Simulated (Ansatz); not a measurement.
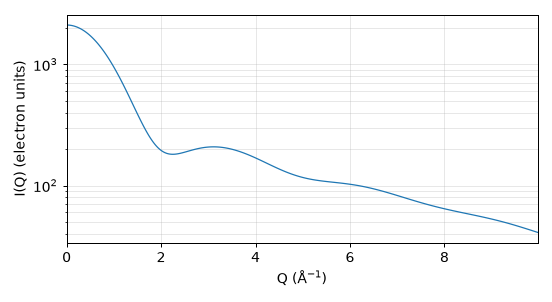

Elastic X-ray scattering of a randomly oriented, rigid molecule, calculated with the Debye equation from neutral-atom form factors (independent atoms, no Compton part, no vibration). The geometry is the end point of an optimisation (RKS B3LYP-D4/def2-SVP (Ansatz 0.2.0)); it may be a saddle point or a higher isomer. It contains C, N, Si, S, H.

> How many electrons does the independent-atom model of the molecule hold?

I(0) is the square of the electron number: I(0) = 2120, so about 46 electrons, the count of CH3NSSi.

> What radius of gyration does the initial fall-off give?

From I(Q) ≈ I(0) exp(−Q²R²/3) at small Q, R ≈ 1.56 Å. It is larger than the electron-weighted radius of the nuclear positions alone (1.37 Å), because each atom's electron cloud adds to it.
